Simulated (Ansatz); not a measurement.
AlClH$_{2}$···CH$_{4}$

Input file:

```
crystal:
  periodic: [false, false, false]
  atoms:
    - { symbol: Al, position_ang: [-0.061585, -0.506513, -0.461851] }
    - { symbol: C, position_ang: [-0.037006, -0.17191, 2.68448] }
    - { symbol: H, position_ang: [-0.951879, -0.107556, 3.288019] }
    - { symbol: H, position_ang: [0.829067, -0.390677, 3.323277] }
    - { symbol: H, position_ang: [0.128847, 0.791094, 2.174562] }
    - { symbol: H, position_ang: [1.404987, 0.046561, -0.633553] }
    - { symbol: H, position_ang: [-1.398053, 0.30424, -0.673998] }
    - { symbol: Cl, position_ang: [-0.265682, -2.645514, -0.023323] }
    - { symbol: H, position_ang: [-0.150997, -1.008025, 1.966687] }
basis:
  gaussian: { orbitals: def2-SVP }
hamiltonian:
  xc: pbe0
relax:
  f_tol: 0.03
  max_steps: 50
output:
  orbitals: {}
```

Command:

```sh
ansatz run input.yaml --threads 1 --pin off --max-ram 2048MiB --backend cpu --events-out ev --progress --plain --runs-dir out
```

The fields are those of the run's last geometry, not of the input's.

Computed with RKS PBE0/def2-SVP in Ansatz.

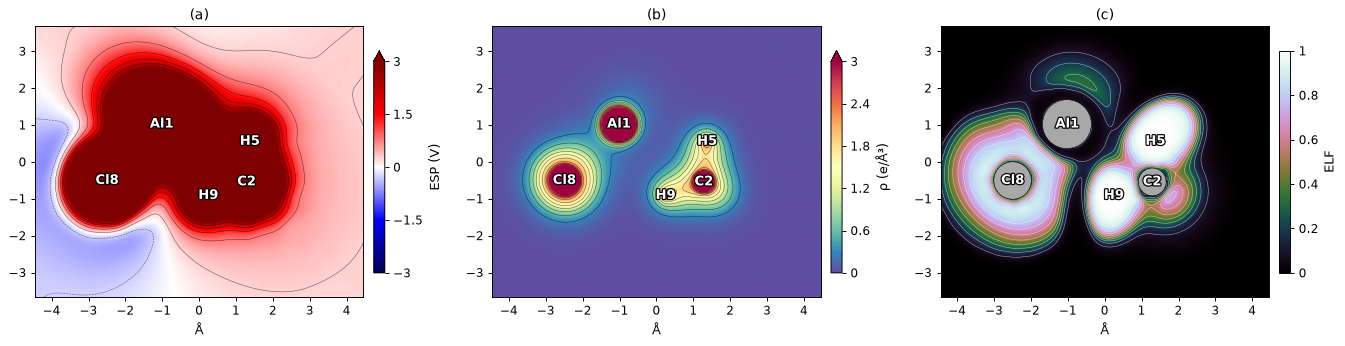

Figure 1. (a) electrostatic potential; (b) total electron density; (c) ELF on the plane of atoms H5, C2 and H9. Grey discs cover the atomic cores in the ELF map.

Question: Describe what can be read from this map.

Answer: The plane passes through Al, C, H and Cl nuclei.
Al1···H9 (2.32 Å): the density falls to about 0.1 e/Å³ on the way; the ELF climbs to about 1 towards the hydrogen.
Al–Cl (2.12 Å): ρ is about 0.67 e/Å³ halfway; the ELF peaks at about 0.90 in the valence shell of Cl, 0.8 Å from its nucleus, and is about 0.80 at the midpoint.
C–H (1.10 Å): the density is about 1.9 e/Å³ at the midpoint; the ELF climbs to about 1 towards the hydrogen: an ordinary covalent bond to hydrogen.
The ELF also peaks beside Cl8, away from the bonds: lone-pair regions.
Outside the dense part of the complex the potential is most negative (−0.7 V) near Cl8.

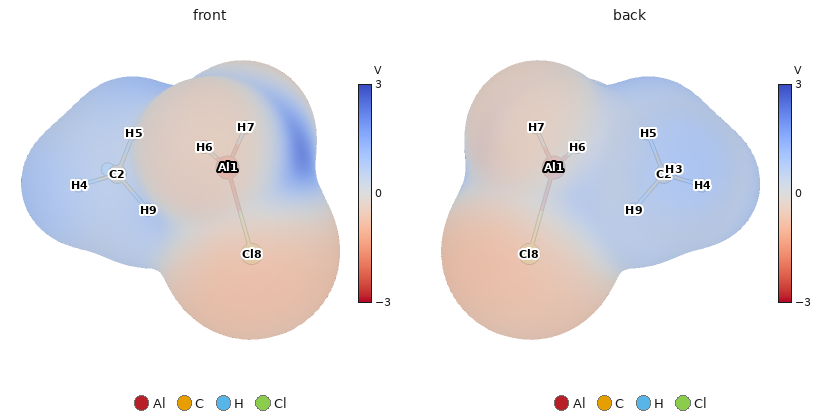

Figure 2. The molecular electrostatic potential painted on the density surface at 0.001 e/bohr³, seen from the front and from behind; red is negative and blue positive.

Question: Which sites attract a positive test charge, and which a negative one?

Answer: A positive charge is drawn to the negative regions and a negative charge to the positive ones. The most negative region (about −0.7 V) lies over Cl8, the most positive (about +1.9 V) over Al1.

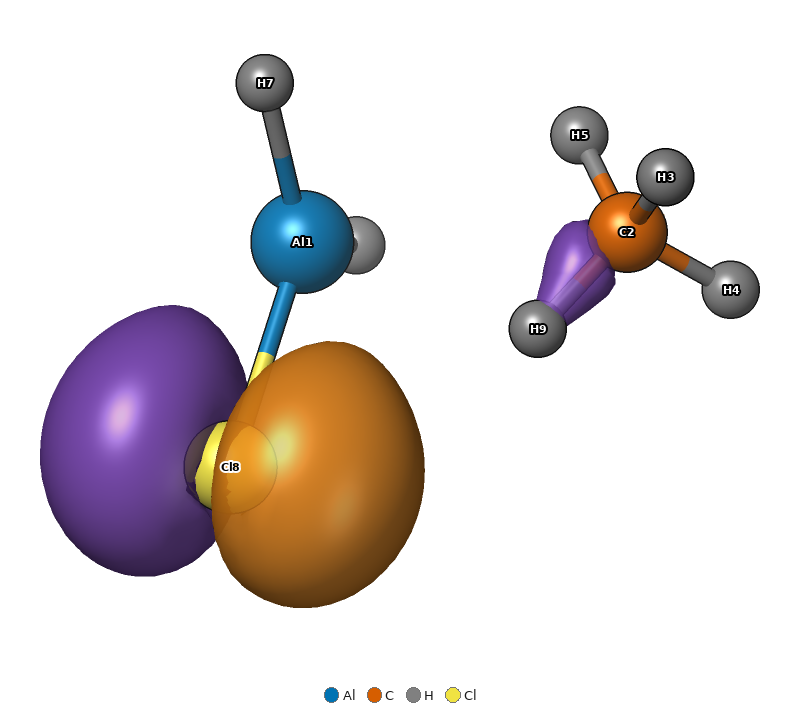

Figure 3. The HOMO−1 at ±0.15 Å⁻³ᐟ² (orange and purple are the two phases), seen at an oblique angle.

Question: Where does this orbital lie, and at what energy?

Answer: It lies mainly on Cl8 (about 85 %); largely a lone pair of Cl8. Its energy is −9.04 eV.
